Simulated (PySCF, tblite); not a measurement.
# Si₃H₅O₄−, a small gas-phase stand-in for a defect centre (silica 3-ring, OH): NMR shifts, core binding energies and electronic excitations, part 2 of 2

tblite 0.8.0 and PySCF 2.14.0. Atoms count from 0, parts from 1.

## 5. X-ray photoelectron lines: SCAN, X2C

What the job is given:

```
{"job": {"kind": "xps", "holes": 5, "basis": "aug-pcX-2", "basis_other": "aug-pcseg-1"}, "charge": -1, "multiplicity": 1}
O      0.815755     1.165523    -0.632981
Si    -0.512059     1.616973     0.171640
O     -1.450100     0.296329     0.595512
Si    -1.084699    -1.298032     0.242500
O      0.350690    -1.425357    -0.493125
Si     1.394114    -0.323979    -1.473559
O      2.826565    -0.548294    -0.555022
H     -1.397870     2.535662    -0.624366
H     -0.178296     2.347417     1.443789
H     -2.224277    -1.828856    -0.583679
H     -1.109861    -2.057542     1.540220
H      2.608484    -0.507551     0.385674
```

With the program's defaults for keys left out, this is: delta-SCF UKS SCAN, aug-pcX-2 on the ionised atom, aug-pcseg-1 elsewhere, spin-free X2C.

Log:

```text
ground state, core basis on atom 0 (O), 256 functions
  cycle   1  E = -1174.00324240  |g| = 1.51e+00
  cycle   2  E = -1170.07625725  |g| = 4.06e+00
  cycle   3  E = -1174.35260263  |g| = 5.52e-01
  cycle   4  E = -1174.40201276  |g| = 4.14e-01
  cycle   5  E = -1174.43175004  |g| = 1.05e-01
  cycle   6  E = -1174.43395567  |g| = 3.82e-02
  cycle   7  E = -1174.43415391  |g| = 2.06e-02
  cycle   8  E = -1174.43423565  |g| = 2.94e-03
  cycle   9  E = -1174.43424151  |g| = 1.92e-03
  cycle  10  E = -1174.43424214  |g| = 7.24e-04
  cycle  11  E = -1174.43424002  |g| = 1.46e-04
  E(ground) = -1174.54158490 Eh
hole in O 1s of atom 0
  cycle   1  E = -1154.01182158  |g| = 2.24e+00
  cycle   2  E = -1153.36265119  |g| = 2.31e+00
  cycle   3  E = -1154.76468842  |g| = 5.18e-01
  cycle   4  E = -1154.79194283  |g| = 4.21e-01
  cycle   5  E = -1154.86054054  |g| = 8.15e-02
  cycle   6  E = -1154.86299417  |g| = 1.79e-02
  cycle   7  E = -1154.86312001  |g| = 1.30e-02
  cycle   8  E = -1154.86318409  |g| = 3.90e-03
  cycle   9  E = -1154.86319050  |g| = 8.38e-04
  cycle  10  E = -1154.86319183  |g| = 6.08e-04
  cycle  11  E = -1154.86319082  |g| = 3.28e-04
  E(ion) = -1154.97159966 Eh   <S^2> = 0.7642   hole on atom = 1.000   binding energy = 532.526 eV
ground state, core basis on atom 1 (Si), 267 functions
  cycle   1  E = -1174.50523611  |g| = 3.02e-01
  cycle   2  E = -1174.49820106  |g| = 2.21e-01
  cycle   3  E = -1174.49822906  |g| = 2.16e-01
  cycle   4  E = -1174.50726313  |g| = 2.53e-02
  cycle   5  E = -1174.50738343  |g| = 7.19e-03
  cycle   6  E = -1174.50739057  |g| = 1.32e-03
  cycle   7  E = -1174.50739155  |g| = 4.25e-04
  E(ground) = -1174.57649269 Eh
hole in Si 2p of atom 1
  cycle   1  E = -1170.35733764  |g| = 1.24e+00
  cycle   2  E = -1168.66187837  |g| = 1.82e+00
  cycle   3  E = -1170.40828265  |g| = 6.67e-01
  cycle   4  E = -1170.66305408  |g| = 2.09e-01
  cycle   5  E = -1170.66834609  |g| = 1.86e-01
  cycle   6  E = -1170.68228753  |g| = 3.69e-02
  cycle   7  E = -1170.68277102  |g| = 1.76e-02
  cycle   8  E = -1170.68288890  |g| = 4.49e-03
  cycle   9  E = -1170.68289453  |g| = 2.46e-03
  cycle  10  E = -1170.68289571  |g| = 6.24e-04
  cycle  11  E = -1170.68289693  |g| = 1.89e-04
  E(ion) = -1170.76325259 Eh   <S^2> = 0.7520   hole on atom = 1.003   binding energy = 103.764 eV
  2p3/2 = 103.519 eV   2p1/2 = 104.145 eV
ground state, core basis on atom 4 (O), 256 functions
  cycle   1  E = -1174.43286650  |g| = 1.16e-01
  cycle   2  E = -1174.42910766  |g| = 1.61e-01
  cycle   3  E = -1174.43325618  |g| = 5.61e-02
  cycle   4  E = -1174.43382152  |g| = 7.93e-03
  cycle   5  E = -1174.43383630  |g| = 2.69e-03
  cycle   6  E = -1174.43384229  |g| = 5.03e-04
  cycle   7  E = -1174.43384016  |g| = 1.14e-04
  E(ground) = -1174.54163506 Eh
hole in O 1s of atom 4
  cycle   1  E = -1154.01046363  |g| = 2.24e+00
  cycle   2  E = -1153.36074802  |g| = 2.31e+00
  cycle   3  E = -1154.76284269  |g| = 5.19e-01
  cycle   4  E = -1154.79062932  |g| = 4.20e-01
  cycle   5  E = -1154.85912141  |g| = 8.13e-02
  cycle   6  E = -1154.86154013  |g| = 1.82e-02
  cycle   7  E = -1154.86168393  |g| = 1.29e-02
  cycle   8  E = -1154.86174607  |g| = 3.91e-03
  cycle   9  E = -1154.86175350  |g| = 8.58e-04
  cycle  10  E = -1154.86175405  |g| = 6.25e-04
  cycle  11  E = -1154.86175516  |g| = 3.10e-04
  E(ion) = -1154.97100844 Eh   <S^2> = 0.7641   hole on atom = 1.000   binding energy = 532.544 eV
ground state, core basis on atom 5 (Si), 267 functions
  cycle   1  E = -1174.50240011  |g| = 3.06e-01
  cycle   2  E = -1174.49514124  |g| = 2.26e-01
  cycle   3  E = -1174.49539104  |g| = 2.18e-01
  cycle   4  E = -1174.50462350  |g| = 2.64e-02
  cycle   5  E = -1174.50475029  |g| = 7.76e-03
  cycle   6  E = -1174.50476182  |g| = 1.55e-03
  cycle   7  E = -1174.50476281  |g| = 4.39e-04
  E(ground) = -1174.57503148 Eh
hole in Si 2p of atom 5
  cycle   1  E = -1170.40266655  |g| = 1.24e+00
  cycle   2  E = -1170.12958168  |g| = 1.25e+00
  cycle   3  E = -1170.64839910  |g| = 4.29e-01
  cycle   4  E = -1170.72529661  |g| = 1.68e-01
  cycle   5  E = -1170.73418469  |g| = 5.94e-02
  cycle   6  E = -1170.73583455  |g| = 1.49e-02
  cycle   7  E = -1170.73588256  |g| = 1.17e-02
  cycle   8  E = -1170.73593142  |g| = 2.27e-03
  cycle   9  E = -1170.73593552  |g| = 1.24e-03
  cycle  10  E = -1170.73593217  |g| = 3.30e-04
  E(ion) = -1170.81609359 Eh   <S^2> = 0.7517   hole on atom = 1.003   binding energy = 102.286 eV
  2p3/2 = 102.144 eV   2p1/2 = 102.775 eV
ground state, core basis on atom 6 (O), 256 functions
  cycle   1  E = -1174.43018895  |g| = 1.04e-01
  cycle   2  E = -1174.42888708  |g| = 9.97e-02
  cycle   3  E = -1174.43000326  |g| = 6.06e-02
  cycle   4  E = -1174.43063975  |g| = 7.72e-03
  cycle   5  E = -1174.43065232  |g| = 2.57e-03
  cycle   6  E = -1174.43065547  |g| = 5.15e-04
  cycle   7  E = -1174.43065695  |g| = 1.45e-04
  E(ground) = -1174.53772823 Eh
hole in O 1s of atom 6
  cycle   1  E = -1154.01106352  |g| = 2.22e+00
  cycle   2  E = -1151.86153719  |g| = 2.60e+00
  cycle   3  E = -1154.51479205  |g| = 8.05e-01
  cycle   4  E = -1154.70918772  |g| = 5.77e-01
  cycle   5  E = -1154.82063949  |g| = 2.17e-01
  cycle   6  E = -1154.83762454  |g| = 7.25e-02
  cycle   7  E = -1154.83966268  |g| = 3.19e-02
  cycle   8  E = -1154.84004905  |g| = 6.07e-03
  cycle   9  E = -1154.84006565  |g| = 1.45e-03
  cycle  10  E = -1154.84006696  |g| = 1.37e-03
  cycle  11  E = -1154.84006658  |g| = 6.20e-04
  cycle  12  E = -1154.84006683  |g| = 1.98e-04
  E(ion) = -1154.94851763 Eh   <S^2> = 0.7633   hole on atom = 1.000   binding energy = 533.050 eV
```

Run time: 2.1 min. Hardware: 1 thread of Arm Neoverse V1, shared host; peak memory 1 GiB.

Binding energies by hole, beside the orbital energy of the ground state; the difference holds orbital relaxation and, for a density functional, its self-interaction error:

| hole | stands for | environment | ΔSCF (eV; 2p as the shell's mean) | −ε (eV) | ⟨S²⟩ |
| --- | --- | --- | --- | --- | --- |
| O1s on O0 | O0 | oxygen bonded to 2 Si | 532.53 | 511.7 | 0.764 |
| Si2p on Si1 | Si1, Si3 | silicon bonded to 2 O, 2 H | 103.73 | 93.0 | 0.752 |
| O1s on O4 | O4 | oxygen bonded to 2 Si | 532.54 | 511.7 | 0.764 |
| Si2p on Si5 | Si5 | silicon bonded to 3 O | 102.35 | 91.8 | 0.752 |
| O1s on O6 | O6 | oxygen bonded to Si, H | 533.05 | 511.6 | 0.763 |

Each hole run stands for the others of its class of like atoms.

With the spin-orbit splitting: Si1 2p3/2 103.52, 2p1/2 104.14 eV; Si5 2p3/2 102.14, 2p1/2 102.78 eV. The table gives each 2p level as the mean over the whole 2p shell (two parts 2p3/2, one part 2p1/2), which differs a little from the single hole in the log.

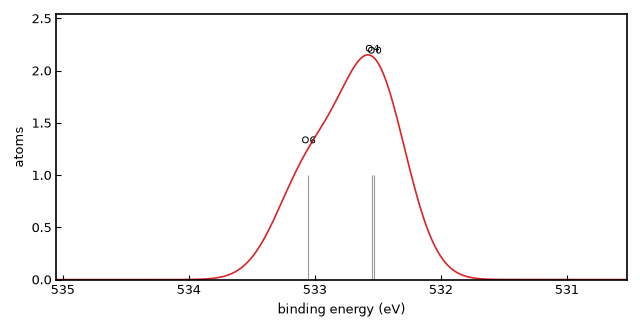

The O1s photoelectron lines, weighted by the number of atoms. Only 3 of the 4 O atoms are covered by sound results. Lines are broadened to a width of 0.60 eV (Gaussian).

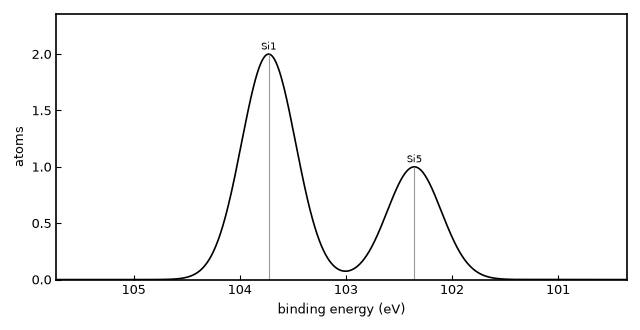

The Si2p photoelectron lines, weighted by the number of atoms. Lines are broadened to a width of 0.60 eV (Gaussian).

## 6. TDDFT and polarisability: CAM-B3LYP/def2-SVPD

Same as in step 5 but for these lines:

```diff
@@ -1,2 +1,2 @@
-{"job": {"kind": "xps", "holes": 5, "basis": "aug-pcX-2", "basis_other": "aug-pcseg-1"}, "charge": -1, "multiplicity": 1}
+{"job": {"kind": "uv", "xc": "CAM-B3LYP", "basis": "def2-SVPD", "nstates": 6, "ntriplets": 2, "ip": true}, "charge": -1, "multiplicity": 1}
 O      0.815755     1.165523    -0.632981
```

Method: TDDFT CAM-B3LYP/def2-SVPD, vertical, gas phase, core orbitals frozen in the response.

Log:

```text
coarse grid: 12320 points
cycle   1  E = -1171.6084001691  dE =  7.529e-01  |g| = 1.397e+00  |ddm| = 6.388e+00
cycle   2  E = -1171.2094155184  dE =  3.990e-01  |g| = 2.030e+00  |ddm| = 5.386e+00
cycle   3  E = -1171.9899281148  dE = -7.805e-01  |g| = 8.421e-02  |ddm| = 2.637e+00
cycle   4  E = -1171.9905330095  dE = -6.049e-04  |g| = 8.112e-02  |ddm| = 3.623e-01
cycle   5  E = -1171.9917520272  dE = -1.219e-03  |g| = 1.341e-02  |ddm| = 1.403e-01
cycle   6  E = -1171.9917947472  dE = -4.272e-05  |g| = 1.763e-03  |ddm| = 5.891e-02
cycle   7  E = -1171.9917970454  dE = -2.298e-06  |g| = 7.619e-04  |ddm| = 2.872e-02
final grid: 107472 points
cycle   8  E = -1172.1706510377  dE = -1.335e-05  |g| = 1.506e-03  |ddm| = 4.954e-02
cycle   9  E = -1172.1706509849  dE =  5.284e-08  |g| = 1.790e-03  |ddm| = 7.336e-03
cycle  10  E = -1172.1706515527  dE = -5.678e-07  |g| = 1.817e-04  |ddm| = 2.151e-03
cycle  11  E = -1172.1706515608  dE = -8.096e-09  |g| = 9.791e-05  |ddm| = 9.433e-04
cycle  12  E = -1172.1706515627  dE = -1.908e-09  |g| = 3.785e-05  |ddm| = 2.311e-04
cycle  13  E = -1172.1706515630  dE = -3.092e-10  |g| = 7.900e-06  |ddm| = 9.352e-05
converged SCF energy = -1172.1706515630

Static polarisability (au): isotropic 104.481, principal 97.539 103.434 112.472

Singlet excitations
state   eV       nm        f      main configurations
  1   4.7154    262.9   0.00433   H->L 0.83, H->L+3 0.11
  2   5.2176    237.6   0.07582   H->L+2 0.76, H->L+5 0.16
  3   5.2426    236.5   0.09200   H->L+4 0.48, H->L+1 0.45
  4   5.3011    233.9   0.13576   H->L+5 0.44, H->L+3 0.28, H->L+2 0.21
  5   5.4235    228.6   0.08483   H->L+1 0.52, H->L+4 0.41
  6   5.5498    223.4   0.18459   H->L+3 0.48, H->L+5 0.28, H->L 0.12

Triplet excitations (Tamm-Dancoff, eV): 4.1161 4.1657
Vertical ionisation energy (delta-SCF) = 3.2589 eV
```

It took 1.9 min on 1 thread of Arm Neoverse V1, shared host; peak memory 1.2 GiB.

The orbitals next to the gap, with their largest atomic shares:

| orbital | eV | atoms |
| --- | --- | --- |
| HOMO−3 | -6.07 | O4 36 %, O0 32 %, O6 15 % |
| HOMO−2 | -5.76 | O2 16 %, Si3 13 %, O4 12 % |
| HOMO−1 | -5.52 | O6 38 %, O0 23 %, O4 16 % |
| HOMO | -2.48 | Si5 59 %, O0 12 %, O4 12 % |
| LUMO | 4.38 | Si1 29 %, Si3 29 %, O2 12 % |
| LUMO+1 | 4.68 | Si3 29 %, Si1 29 %, H10 8 % |
| LUMO+2 | 4.99 | Si3 15 %, Si1 15 %, O2 12 % |

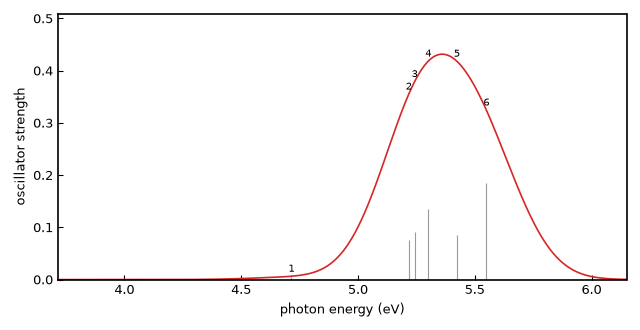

Absorption spectrum from the 6 singlet states computed; above the last one it falls off for lack of states. Lines are broadened to a width of 0.40 eV (Gaussian).

Further results of this job:

| property | computed |
| --- | --- |
| polarisability (Å³) | 15.48 |
| HOMO–LUMO gap (eV) | 6.87 |
| −ε(HOMO) (eV) | 2.48 |

## 7. What came out

The summary covers parts 1 to 2.

| quantity | value |
| --- | --- |
| rotational constants (main isotopes) | 2.20, 1.42, 0.96 GHz |
| shieldings of H, O (PBE0/aug-pcSseg-1) | H9 25.9, H8 25.9, H7 25.9, H10 26.0, H11 30.4, O4 163.6, O0 164.4, O6 198.9 ppm and more |
| O1s binding energies, SCAN/aug-pcX-2 (standing for 3 of 4 atoms) | O6 533.05, O4 532.54, O0 532.53 eV |
| Si2p binding energies, SCAN/aug-pcX-2 | Si1 103.73, Si5 102.35 eV |
| lowest singlet (CAM-B3LYP/def2-SVPD) | 4.72 eV (263 nm), f = 0.004 |
| brightest single state of those computed | state 6, 5.55 eV, f = 0.185 |
| lowest triplet | 4.12 eV |
| vertical ionisation energy (ΔSCF) | 3.26 eV |

What this shows: The start of the PBE0/def2-SVP relaxation was shaken at random by about 0.01 Å, so part of the energy gained, and of the first lengths quoted, undoes that. Over 18 steps the energy fell by 0.448 eV; of the close pairs, Si3–O4 changed most, 1.548 to 1.618 Å (PBE0/def2-SVP). At PBE0/aug-pcSseg-1: The widest tensor belongs to Si5: span 258 ppm, with a paramagnetic part of -520 ppm. At SCAN/aug-pcX-2: O6 (oxygen bonded to Si, H) binds its O1s electron 0.52 eV more tightly than O0 (oxygen bonded to 2 Si). Only 3 of the 4 O atoms are covered by sound results. At SCAN/aug-pcX-2: Si1 (silicon bonded to 2 O, 2 H) binds its Si2p electron 1.37 eV more tightly than Si5 (silicon bonded to 3 O). The lowest singlet, at 4.72 eV, is HOMO→LUMO 0.83, HOMO→LUMO+3 0.11 and is weak; of the 6 states computed, the strongest absorption comes from state 6 at 5.55 eV (the last computed, so partners may be missing). The lowest triplet lies 0.60 eV below the lowest singlet (triplets in Tamm-Dancoff, singlets in full TDDFT). In the gas-phase run even the lowest singlet lies above the computed detachment energy of this anion, so its states are not to be taken as bound. At CAM-B3LYP/def2-SVPD, all states lie near or above the ionisation energy, where they hang on the basis. ΔSCF puts the ionisation energy at 3.26 eV, 0.78 eV above −ε(HOMO). A capped cluster stands for the solid here, so long-range fields and strain are missing, and bands or shifts of the capping hydrogens have no counterpart in it.
